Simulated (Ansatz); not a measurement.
**BH2OF (SMILES OBF) at CAM-B3LYP/STO-3G**

What is the energy change on altering one bond length of BH2OF at CAM-B3LYP/STO-3G? 

The results are computed with Ansatz 0.2.0.

70 further runs of the same task are left out: 1 that didn't finish, 69 set aside as unsound or not needed.

## (1) The structure to begin with

The species is BH2OF (5 atoms), meant as a singlet with charge 0. As SMILES, `OBF`. Geometry: relaxed at PBE0-D4/def2-TZVP. This is one conformer, not always the lowest.

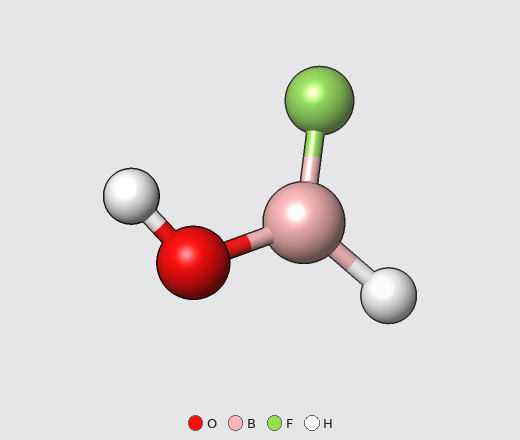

Viewed from a chosen angle; oxygen red, boron pink, fluorine green, hydrogen white.

## (2) The energy at CAM-B3LYP/STO-3G

Input file run.yaml:

```yaml
crystal:
  periodic: [false, false, false]
  atoms:
    - {symbol: O, position_ang: [-0.965400, 0.157400, 0.156900]}
    - {symbol: B, position_ang: [0.365000, -0.030200, 0.201100]}
    - {symbol: F, position_ang: [1.039200, -0.323700, -0.909500]}
    - {symbol: H, position_ang: [-1.337200, 0.057400, -0.725800]}
    - {symbol: H, position_ang: [0.948300, 0.065400, 1.236000]}
basis:
  gaussian: {orbitals: STO-3G}
hamiltonian: {xc: {name: CAM-B3LYP}}
accuracy: high
```

The run is started by

```bash
$ ansatz run run.yaml --threads 1 --pin off --max-ram 2610MiB --events-out events.jsonl --progress --plain --runs-dir runs
```

Log:

```text
Warning: RAYON_NUM_THREADS=1 ignored (pool sized by the plan → 1); use --threads N
Functional definition: CAM-B3LYP
  name "CAM-B3LYP"
  parameter alpha = 0.19
  parameter beta = 0.46
  parameter omega = 0.33/bohr
  parameter ac = 0.81
  exchange = (1 - alpha - beta)*b88_x + beta*b88_x_sr(omega) + alpha*exact_x + beta*exact_x_lr(omega)
  correlation = (1 - ac)*vwn5_c + ac*lyp_c
297 factors; integrals over basis functions are off by at most 3.2e-8 eV
151 factors; integrals over basis functions are off by at most 1.2e-9 eV
mean field evaluation 1: about -5394.9613 eV, gradient 2.0e1 eV
mean field evaluation 2: about -5395.7246 eV, gradient 1.6e1 eV
mean field evaluation 4: about -5396.3562 eV, gradient 8.7e-1 eV
mean field evaluation 8: about -5396.3314 eV, gradient 2.0e-3 eV
mean field evaluation 16: about -5396.3314 eV, gradient 1.9e-8 eV
mean field -5396.33137549 eV, -198.3115202845 hartree, gradient 2.1e-8 eV, S^2 0.000000; 0 other end points of the search recorded, 0 dependent functions left out
reference -5396.33138655 eV, -198.3115206910 hartree; 12, 12 occupied and 5, 5 virtual orbitals, 297 factors
Total energy: -5396.33138655 eV, -198.3115206910 hartree
```

It took 1.1 s on 1 thread of Arm Neoverse V1, shared host; peak memory 0.093 GiB.

## (3) The distorted shape

Input file molecule.yaml:

```yaml
crystal:
  periodic: [false, false, false]
  atoms:
    - symbol: O
      position_ang: [-1.298039, 0.204305, 0.145849]
    - symbol: B
      position_ang: [0.365000, -0.030200, 0.201100]
    - symbol: F
      position_ang: [1.039200, -0.323700, -0.909500]
    - symbol: H
      position_ang: [-1.669839, 0.104305, -0.736851]
    - symbol: H
      position_ang: [0.948300, 0.065400, 1.236000]
basis:
  gaussian:
    orbitals: STO-3G
total_charge: 0
hamiltonian:
  xc: {name: CAM-B3LYP}
accuracy: high
```

The run is started by

```bash
$ ansatz run molecule.yaml --threads 1 --pin off --max-ram 2610MiB --events-out events.jsonl --progress --plain --runs-dir runs
```

Log, cut to the lines that bear on the results:

```text
Warning: RAYON_NUM_THREADS=1 ignored (pool sized by the plan → 1); use --threads N
[... 8 set-up lines as earlier in the session ...]
295 factors; integrals over basis functions are off by at most 3.6e-8 eV
152 factors; integrals over basis functions are off by at most 1.0e-9 eV
mean field evaluation 1: about -5392.3869 eV, gradient 2.5e1 eV
mean field evaluation 2: about -5390.7556 eV, gradient 3.8e1 eV
mean field evaluation 4: about -5394.7599 eV, gradient 1.6e0 eV
mean field evaluation 8: about -5394.7239 eV, gradient 3.9e-2 eV
mean field evaluation 16: about -5394.7239 eV, gradient 4.5e-7 eV
mean field -5394.72389815 eV, -198.2524465817 hartree, gradient 9.1e-8 eV, S^2 0.000000; 0 other end points of the search recorded, 0 dependent functions left out
reference -5394.72390960 eV, -198.2524470025 hartree; 12, 12 occupied and 5, 5 virtual orbitals, 295 factors
Total energy: -5394.72390960 eV, -198.2524470025 hartree
```

It took 1.1 s on 1 thread of Arm Neoverse V1, shared host; peak memory 0.093 GiB.

## (4) Results

At CAM-B3LYP/STO-3G:

| quantity | value |
| --- | --- |
| first shape: total energy | -198.31152 Eh |
| distorted shape: total energy | -198.25245 Eh |
| energy change with the O1–B2 bond stretched from 1.344 to 1.680 Å | 1.607 eV |

In words: With the O1–B2 bond stretched from 1.344 to 1.680 Å the energy rises by 1.61 eV (37 kcal/mol). The first shape isn't relaxed at this level, so the change isn't measured from a minimum. The minimal basis adds a large error of its own.
